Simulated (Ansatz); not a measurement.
A series of calculations on BH₃OClF

Part 1: Relaxation

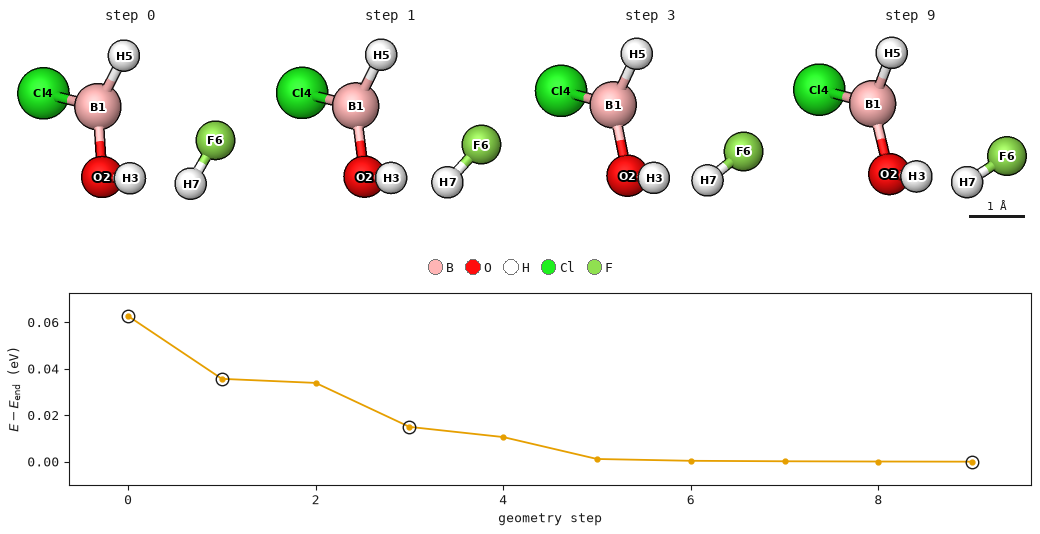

Frames of a relaxation of BH3OClF, marked on the history of the run. A ball-and-stick model, seen from a free direction.

The run prepares an end point of a later path (reaction) calculation, from a guessed geometry.

Theory: RKS BLYP/def2-SVP (Ansatz 0.2.0). Settings: no spin polarisation; force threshold 0.03 eV/Å; at most 50 steps.

Describe the path.

Answer. The atom that moves furthest after the best rigid fit is F6 (0.37 Å). Largest moves by element: F 0.37 Å, H 0.26 Å, O 0.19 Å, B 0.12 Å, Cl 0.10 Å. Near-neighbour distances that change, for instance: B1–O2 1.389 → 1.373 Å, F6–H7 0.934 → 0.945 Å, B1–Cl4 1.771 → 1.765 Å. After 9 geometry steps the energy has fallen by 0.063 eV. The largest force component goes from 0.64 to 0.012 eV/Å. From step 0 to 1: F6 moves most (0.14 Å), energy −0.027 eV. From step 1 to 3: F6 moves most (0.15 Å), energy −0.021 eV. From step 3 to 9: F6 moves most (0.11 Å), energy −0.015 eV.

```json
{"step": "0", "E − E(0), eV": "0.0000", "largest force component, eV/Å": "0.6385"}
{"step": "1", "E − E(0), eV": "-0.0270", "largest force component, eV/Å": "0.6221"}
{"step": "2", "E − E(0), eV": "-0.0288", "largest force component, eV/Å": "1.2121"}
{"step": "3", "E − E(0), eV": "-0.0477", "largest force component, eV/Å": "0.3941"}
{"step": "4", "E − E(0), eV": "-0.0521", "largest force component, eV/Å": "0.2664"}
{"step": "5", "E − E(0), eV": "-0.0615", "largest force component, eV/Å": "0.1180"}
{"step": "6", "E − E(0), eV": "-0.0623", "largest force component, eV/Å": "0.0922"}
{"step": "7", "E − E(0), eV": "-0.0625", "largest force component, eV/Å": "0.0693"}
{"step": "8", "E − E(0), eV": "-0.0626", "largest force component, eV/Å": "0.0413"}
{"step": "9", "E − E(0), eV": "-0.0627", "largest force component, eV/Å": "0.0116"}
```

Limits of the set-up: the start holds two separate molecules, 2.2 Å apart at their closest, whose relative position is a soft coordinate and is computed without a dispersion correction.

Part 2: Relaxation

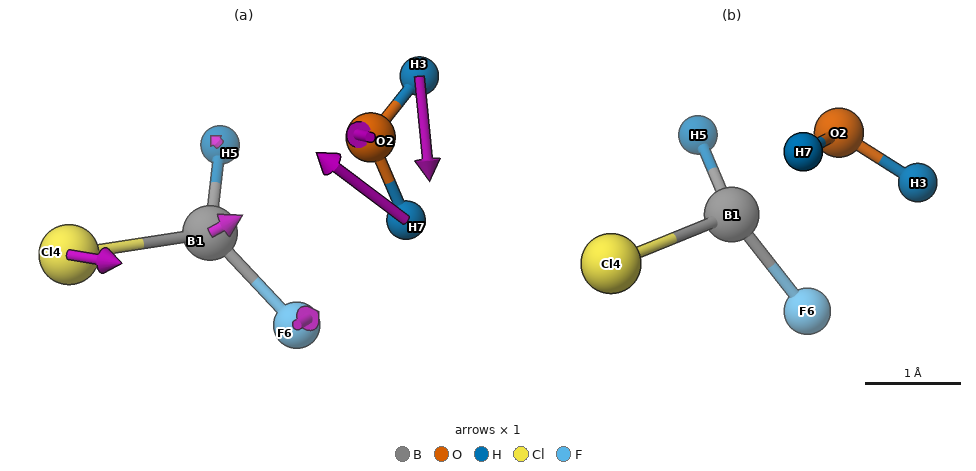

The structure of BH3OClF before (left) and after (right) a relaxation, at one scale. The purple arrows give the displacements, at their true length.

A ball-and-stick model, seen from a free direction.

The run prepares an end point of a later path (reaction) calculation, from a guessed geometry.

These are results of Ansatz, RKS BLYP/def2-SVP, not measurements. Set-up: no spin polarisation; force threshold 0.03 eV/Å; at most 50 steps.

### Summarise the run.

H7 moves most after the best rigid fit: 1.34 Å. Largest moves by element: H 1.34 Å, Cl 0.70 Å, O 0.63 Å, F 0.48 Å, B 0.41 Å. Near-neighbour distances that change, for instance: B1–O2 2.605 → 1.766 Å, B1–Cl4 1.768 → 1.860 Å, B1–F6 1.333 → 1.367 Å, O2–H3 0.979 → 0.984 Å. Among the angles between lasting bonds that change: Cl4–B1–H5 120.5° → 115.9°, Cl4–B1–F6 118.5° → 114.3°, H3–O2–H7 102.8° → 105.5°. After 22 accepted moves (24 points after the start) the energy has fallen by 24.1 kJ/mol. The largest force component goes from 0.6 to 0.0077 eV/Å. The line search rejected the trial steps at points 15, 20 of the run. The forces were under the threshold at step 21, but the run went on from there. Cost: 67 s on 1 thread of Arm Neoverse V1 (shared host), peak memory 0.14 GiB.

Part 3: Path

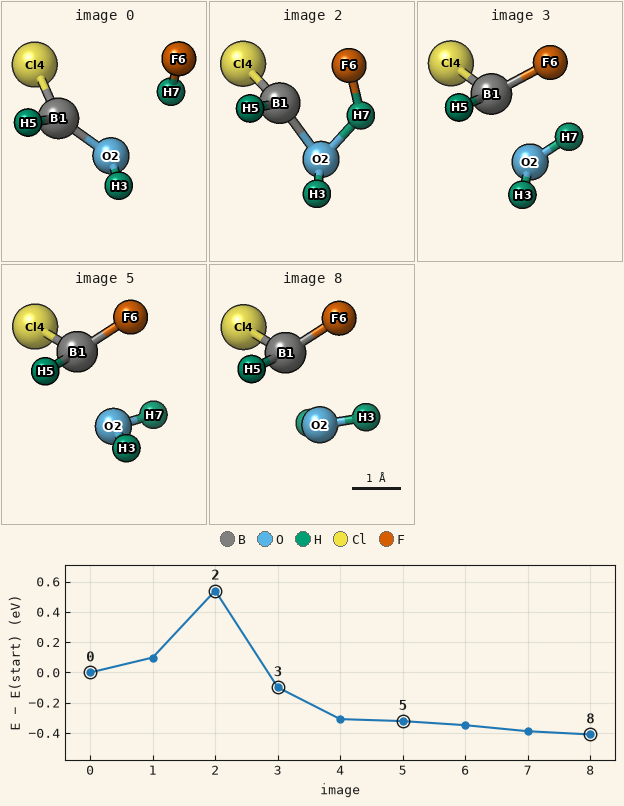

A search for the minimum-energy path of BH3OClF by the nudged elastic band. Images are numbered from 0 (start) to 8 (end). A ball-and-stick model, seen at a tilt.

These are results of RKS BLYP/def2-SVP in Ansatz, not measurements. Set-up: 7 movable images; climbing image; force threshold 0.05 eV/Å; iteration limit 60; starting path through a guess of the saddle point.

> Describe the mechanism and the energy profile.

The highest point, image 2, lies 0.54 eV above the start and 0.95 eV above the end; the end is at −0.41 eV relative to the start. Breaking: F6–H7 (0.94 → 1.13 at the top → 2.92 Å). Forming: B1–F6 (2.93 → 1.69 at the top → 1.37 Å), O2–H7 (1.89 → 1.30 at the top → 0.99 Å). The band converged in 14 iterations, with a climbing image at the top. At the top, the vibrational analysis gives one imaginary mode (824i cm⁻¹), as a transition state must have.
